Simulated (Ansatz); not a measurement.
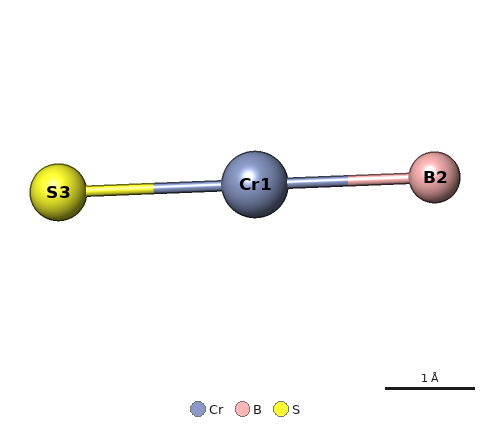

Figure made from data computed with Ansatz.

Atoms carry their numbers in the input. The species is neutral and a spin quartet. Geometry: a fixed input geometry, not necessarily a minimum. Other spin states may lie lower.

Give the bond lengths.

```csv
bond,length (Å)
Cr1–B2,2.052
Cr1–S3,2.245
```
